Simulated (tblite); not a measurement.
# Geometry relaxation of C₃H₄F₃O₃S (charge −1) (part 4 of 4)

Continued. System: C₃H₄F₃O₃S, charge −1. Method: GFN2-xTB geometry optimisation, gas phase (tblite 0.8.0). It belongs to a series of runs on one base structure; here: H on C replaced by OCF3.

Geometry of the input (Å):
```
C  -2.1496  -0.6830  -0.0277
S  -0.9266  0.4639  0.5363
O  -1.5643  1.7884  0.7285
O  -0.2128  -0.0196  1.7655
C  0.2683  0.5909  -0.7585
O  1.2211  -0.3947  -0.5336
C  2.4094  0.1033  0.0015
F  2.9825  1.0217  -0.8513
F  3.2476  -1.0250  0.1129
F  2.2343  0.6565  1.2612
H  -2.9616  -0.0974  -0.5315
H  -1.7533  -1.3567  -0.8205
H  -2.5458  -1.3184  0.7927
H  -0.2500  0.2695  -1.6977
```

Trajectory as extended XYZ, continued
```
14
Properties=species:S:1:pos:R:3:forces:R:3 step=76 energy=-1042.41929
C    -1.9384   -0.8663   -0.0358    0.0050  -0.0090  -0.0170
S    -1.0292    0.6320    0.5973    0.0180  -0.0130  -0.0140
O    -2.0258    1.6980    0.6318    0.0250  -0.0070   0.0080
O    -0.5199    0.2162    1.8931   -0.0240   0.0170  -0.0020
C     0.2787    1.0812   -0.4844   -0.0090   0.0080   0.0180
O     1.0579   -0.2053   -0.5827   -0.0070  -0.0090   0.0360
C     2.2592   -0.0923   -0.1500    0.0150  -0.0010   0.0040
F     3.1228    0.5230   -1.0301    0.0240   0.0190   0.0110
F     2.8184   -1.3183    0.0206    0.0060  -0.0090  -0.0010
F     2.4706    0.5572    1.0032   -0.0140  -0.0150  -0.0420
H    -2.5096   -0.5730   -0.9065   -0.0100   0.0210   0.0090
H    -1.1950   -1.6119   -0.2839    0.0150   0.0050   0.0220
H    -2.5811   -1.2032    0.7649   -0.0150  -0.0130  -0.0050
H    -0.2092    1.1622   -1.4597   -0.0310   0.0060  -0.0280
14
Properties=species:S:1:pos:R:3:forces:R:3 step=78 energy=-1042.41984
C    -1.9377   -0.8653   -0.0306    0.0000  -0.0270  -0.0350
S    -1.0279    0.6351    0.5943   -0.0040   0.0010   0.0070
O    -2.0248    1.7005    0.6258    0.0060   0.0160  -0.0040
O    -0.5186    0.2278    1.8922   -0.0090  -0.0010   0.0100
C     0.2781    1.0806   -0.4906    0.0010  -0.0200  -0.0070
O     1.0571   -0.2083   -0.5807   -0.0060  -0.0100   0.0010
C     2.2591   -0.0941   -0.1508   -0.0020   0.0070   0.0060
F     3.1151    0.5530   -1.0147    0.0110  -0.0070   0.0130
F     2.8281   -1.3194   -0.0096    0.0150  -0.0100  -0.0200
F     2.4659    0.5260    1.0186    0.0000   0.0180  -0.0020
H    -2.4995   -0.5791   -0.9103    0.0020   0.0180   0.0180
H    -1.1934   -1.6152   -0.2638    0.0050   0.0060   0.0190
H    -2.5911   -1.1942    0.7652   -0.0020  -0.0030  -0.0030
H    -0.2111    1.1521   -1.4672   -0.0190   0.0110  -0.0030
14
Properties=species:S:1:pos:R:3:forces:R:3 step=80 energy=-1042.42010
C    -1.9354   -0.8650   -0.0293    0.0020  -0.0080  -0.0030
S    -1.0277    0.6376    0.5934   -0.0130   0.0050   0.0170
O    -2.0237    1.7036    0.6221   -0.0020   0.0190  -0.0080
O    -0.5193    0.2342    1.8928   -0.0040  -0.0060   0.0130
C     0.2770    1.0788   -0.4944   -0.0010  -0.0190  -0.0140
O     1.0550   -0.2115   -0.5796    0.0020  -0.0110  -0.0160
C     2.2574   -0.0959   -0.1511   -0.0020   0.0010  -0.0020
F     3.1088    0.5686   -1.0052    0.0060  -0.0070   0.0050
F     2.8340   -1.3205   -0.0286    0.0020   0.0070  -0.0130
F     2.4615    0.5085    1.0270    0.0060   0.0150   0.0110
H    -2.4903   -0.5817   -0.9142    0.0050   0.0050   0.0150
H    -1.1867   -1.6139   -0.2498   -0.0030  -0.0050   0.0010
H    -2.5941   -1.1892    0.7643    0.0000  -0.0020  -0.0130
H    -0.2172    1.1458   -1.4696    0.0030   0.0060   0.0070
14
Properties=species:S:1:pos:R:3:forces:R:3 step=81 energy=-1042.42017
C    -1.9365   -0.8648   -0.0293    0.0060   0.0100   0.0170
S    -1.0276    0.6373    0.5931   -0.0020   0.0040   0.0110
O    -2.0216    1.7051    0.6210   -0.0060   0.0170  -0.0060
O    -0.5198    0.2332    1.8926   -0.0050  -0.0020   0.0120
C     0.2771    1.0765   -0.4957   -0.0070  -0.0110  -0.0120
O     1.0557   -0.2133   -0.5799    0.0000  -0.0090  -0.0150
C     2.2578   -0.0956   -0.1508    0.0010  -0.0020  -0.0040
F     3.1082    0.5721   -1.0028    0.0070   0.0010  -0.0020
F     2.8371   -1.3191   -0.0312    0.0010   0.0020  -0.0060
F     2.4602    0.5069    1.0287    0.0030   0.0100   0.0100
H    -2.4913   -0.5806   -0.9130   -0.0060   0.0060  -0.0070
H    -1.1879   -1.6130   -0.2488    0.0120  -0.0210  -0.0100
H    -2.5943   -1.1887    0.7646   -0.0130  -0.0060  -0.0020
H    -0.2179    1.1435   -1.4707    0.0090   0.0010   0.0130
14
Properties=species:S:1:pos:R:3:forces:R:3 step=83 energy=-1042.42026
C    -1.9355   -0.8653   -0.0282    0.0010   0.0110   0.0150
S    -1.0280    0.6383    0.5937    0.0060   0.0010  -0.0030
O    -2.0206    1.7079    0.6189    0.0030  -0.0040  -0.0020
O    -0.5218    0.2344    1.8942   -0.0080   0.0090   0.0010
C     0.2773    1.0748   -0.4959    0.0000  -0.0010   0.0150
O     1.0552   -0.2148   -0.5820    0.0000   0.0020  -0.0010
C     2.2569   -0.0960   -0.1517    0.0010  -0.0010  -0.0040
F     3.1066    0.5753   -1.0008    0.0100   0.0110  -0.0090
F     2.8378   -1.3188   -0.0365    0.0080  -0.0120   0.0040
F     2.4585    0.5032    1.0302   -0.0060   0.0000  -0.0030
H    -2.4885   -0.5827   -0.9136    0.0000   0.0040  -0.0100
H    -1.1862   -1.6145   -0.2439    0.0020  -0.0070  -0.0090
H    -2.5962   -1.1879    0.7637   -0.0120  -0.0070   0.0060
H    -0.2161    1.1457   -1.4705   -0.0060  -0.0040   0.0000
14
Properties=species:S:1:pos:R:3:forces:R:3 step=84 energy=-1042.42030
C    -1.9367   -0.8651   -0.0273    0.0010   0.0050   0.0050
S    -1.0276    0.6379    0.5930    0.0060   0.0010  -0.0020
O    -2.0195    1.7082    0.6178    0.0000  -0.0010  -0.0030
O    -0.5215    0.2346    1.8937   -0.0060   0.0080   0.0030
C     0.2777    1.0737   -0.4967    0.0000  -0.0020   0.0080
O     1.0562   -0.2155   -0.5821    0.0010   0.0030  -0.0030
C     2.2577   -0.0957   -0.1515    0.0040   0.0000  -0.0030
F     3.1065    0.5795   -0.9987    0.0040   0.0040  -0.0020
F     2.8404   -1.3180   -0.0391    0.0090  -0.0050   0.0020
F     2.4580    0.5007    1.0322   -0.0040  -0.0020  -0.0070
H    -2.4899   -0.5823   -0.9127    0.0010   0.0040  -0.0080
H    -1.1891   -1.6160   -0.2436    0.0030  -0.0030  -0.0070
H    -2.5977   -1.1867    0.7647   -0.0130  -0.0070   0.0090
H    -0.2152    1.1441   -1.4719   -0.0040  -0.0040   0.0070
14
Properties=species:S:1:pos:R:3:forces:R:3 step=86 energy=-1042.42036
C    -1.9402   -0.8643   -0.0260   -0.0060  -0.0080  -0.0070
S    -1.0263    0.6368    0.5918   -0.0030   0.0000   0.0040
O    -2.0157    1.7092    0.6159   -0.0030   0.0000  -0.0050
O    -0.5208    0.2342    1.8927    0.0010   0.0050   0.0070
C     0.2780    1.0699   -0.4992    0.0060   0.0000   0.0020
O     1.0593   -0.2177   -0.5822    0.0040  -0.0010  -0.0050
C     2.2602   -0.0945   -0.1507    0.0030   0.0000  -0.0050
F     3.1069    0.5882   -0.9940    0.0000  -0.0020  -0.0010
F     2.8479   -1.3151   -0.0431    0.0060   0.0020   0.0010
F     2.4568    0.4975    1.0357   -0.0010  -0.0010  -0.0020
H    -2.4950   -0.5786   -0.9098    0.0050   0.0000  -0.0010
H    -1.1961   -1.6182   -0.2457   -0.0030   0.0090  -0.0020
H    -2.6007   -1.1855    0.7670   -0.0060  -0.0010   0.0040
H    -0.2150    1.1375   -1.4746   -0.0030  -0.0030   0.0110
14
Properties=species:S:1:pos:R:3:forces:R:3 step=88 energy=-1042.42041
C    -1.9432   -0.8638   -0.0257   -0.0070  -0.0050  -0.0050
S    -1.0257    0.6356    0.5917   -0.0040  -0.0030   0.0040
O    -2.0127    1.7104    0.6145   -0.0010  -0.0040  -0.0030
O    -0.5215    0.2328    1.8932    0.0020   0.0070   0.0050
C     0.2786    1.0666   -0.5000    0.0050   0.0020   0.0010
O     1.0619   -0.2196   -0.5834    0.0020  -0.0050  -0.0010
C     2.2622   -0.0937   -0.1506    0.0010  -0.0010  -0.0030
F     3.1079    0.5919   -0.9921    0.0030   0.0030  -0.0070
F     2.8537   -1.3126   -0.0432    0.0000   0.0010   0.0010
F     2.4554    0.4979    1.0364    0.0000  -0.0010   0.0020
H    -2.4992   -0.5750   -0.9079    0.0040  -0.0050   0.0060
H    -1.2002   -1.6180   -0.2491   -0.0060   0.0090   0.0000
H    -2.6021   -1.1858    0.7688    0.0010   0.0030  -0.0080
H    -0.2159    1.1327   -1.4747    0.0000  -0.0010   0.0080
14
Properties=species:S:1:pos:R:3:forces:R:3 step=89 energy=-1042.42043
C    -1.9435   -0.8639   -0.0256   -0.0030   0.0000  -0.0010
S    -1.0258    0.6355    0.5922   -0.0010  -0.0030   0.0020
O    -2.0124    1.7108    0.6138    0.0000  -0.0050  -0.0020
O    -0.5224    0.2330    1.8940    0.0000   0.0060   0.0020
C     0.2790    1.0662   -0.4995    0.0020   0.0000   0.0020
O     1.0623   -0.2201   -0.5842    0.0010  -0.0030   0.0020
C     2.2625   -0.0938   -0.1511    0.0000  -0.0010   0.0010
F     3.1081    0.5919   -0.9924    0.0030   0.0030  -0.0070
F     2.8545   -1.3123   -0.0430   -0.0010   0.0010   0.0000
F     2.4548    0.4980    1.0360    0.0010  -0.0010   0.0010
H    -2.4989   -0.5750   -0.9081    0.0000  -0.0040   0.0060
H    -1.2001   -1.6174   -0.2492   -0.0050   0.0050   0.0020
H    -2.6025   -1.1861    0.7688    0.0020   0.0030  -0.0120
H    -0.2162    1.1328   -1.4737    0.0000  -0.0010   0.0050
14
Properties=species:S:1:pos:R:3:forces:R:3 step=91 energy=-1042.42045
C    -1.9425   -0.8644   -0.0254    0.0030   0.0040   0.0000
S    -1.0263    0.6360    0.5929    0.0020  -0.0010  -0.0010
O    -2.0134    1.7108    0.6131    0.0000  -0.0050  -0.0020
O    -0.5237    0.2349    1.8955   -0.0030   0.0020   0.0010
C     0.2794    1.0670   -0.4979   -0.0030  -0.0030   0.0020
O     1.0615   -0.2200   -0.5850    0.0020   0.0030   0.0030
C     2.2619   -0.0946   -0.1522    0.0010   0.0000   0.0020
F     3.1080    0.5907   -0.9938   -0.0010  -0.0030  -0.0010
F     2.8530   -1.3135   -0.0436    0.0010   0.0020  -0.0030
F     2.4545    0.4974    1.0349    0.0030   0.0000  -0.0020
H    -2.4959   -0.5773   -0.9095   -0.0030   0.0010   0.0020
H    -1.1978   -1.6170   -0.2470   -0.0020  -0.0010   0.0030
H    -2.6031   -1.1863    0.7675    0.0010   0.0010  -0.0070
H    -0.2161    1.1356   -1.4717    0.0000   0.0000   0.0010
```

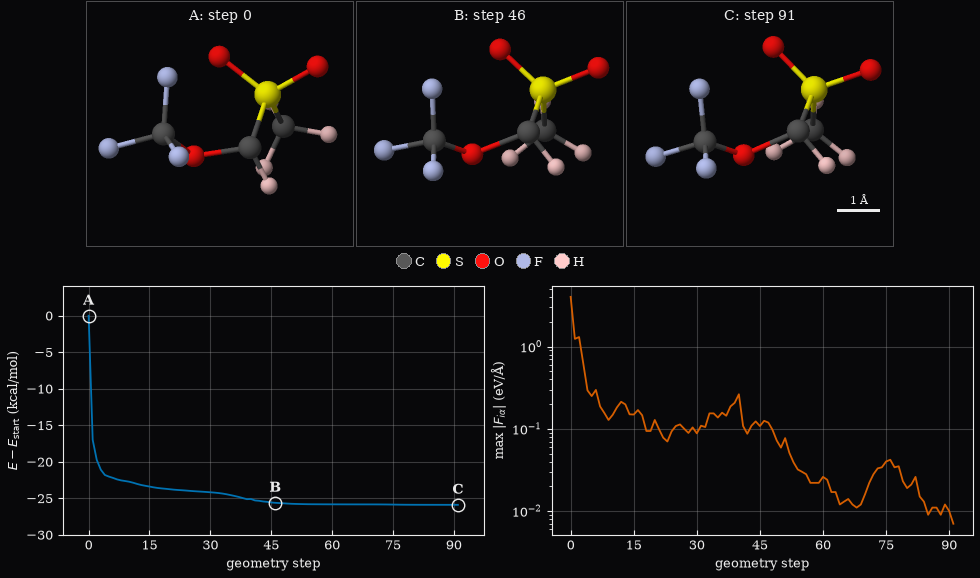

**Figure 1.** Frames of the relaxation (ball-and-stick view, seen at a tilt) above the curves, on which the letters mark them (steps are counted from 0).

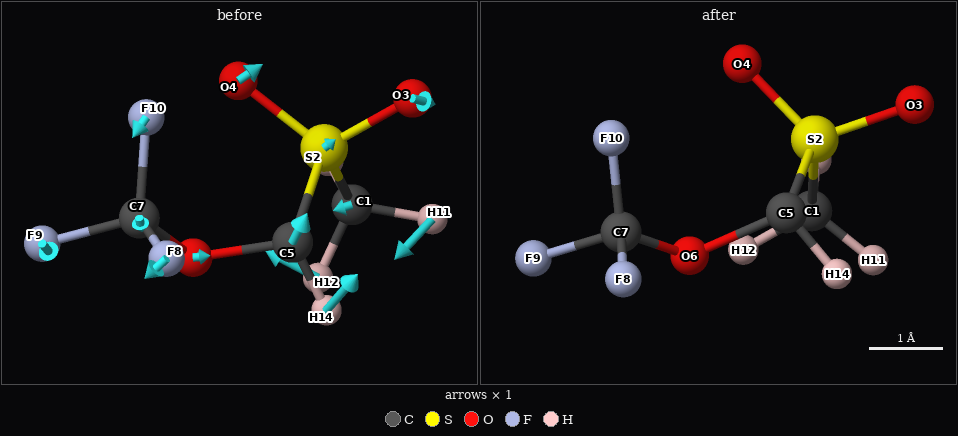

**Figure 2.** Before (left) and after (right) the relaxation, at one scale (ball-and-stick view, seen at a tilt). The teal arrows give the displacements, at true length. The atom that moves furthest after the best rigid fit is H14 (0.90 Å). Largest moves by element: H 0.90 Å, C 0.55 Å, F 0.51 Å, O 0.47 Å, S 0.20 Å. Distances before and after: C5–O6 1.389 → 1.509 Å, O6–C7 1.395 → 1.282 Å, C1–S2 1.769 → 1.864 Å, C7–F9 1.410 → 1.359 Å. Among the angles that change: C1–S2–O4 112.4° → 104.2°, H11–C1–H12 104.7° → 111.7°, F8–C7–F9 109.6° → 103.2°. The energy falls by 25.9 kcal/mol in 91 geometry steps. Largest force component: 4 eV/Å at the start, 0.007 eV/Å at the end. (Atoms are counted from 1 in the order of the input.)

Summary

- outcome: converged
- total energy: −1042.4205 eV
- wall time: 0.61 s
- peak memory: 0.18 GiB
